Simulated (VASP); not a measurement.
Band structure of Ni$_{3}$Al (L1_2). Calculation: vdW-DF2, VASP's PBE PAW potentials (set 64) (plane waves; VASP).

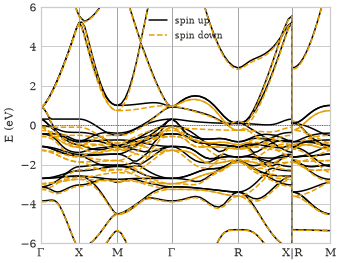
Figure: Bands along high-symmetry lines, zero at the valence-band maximum or, without a gap, the Fermi level

### Question
Read the plot: is there a gap, and where are the band edges?

### Answer
It has no gap at this level: it comes out as a metal or semimetal. (Edges off the drawn lines would not show.)

The compound is Ni3Al in the L1_2 structure. It was relaxed first, which changed the volume by +6 %.
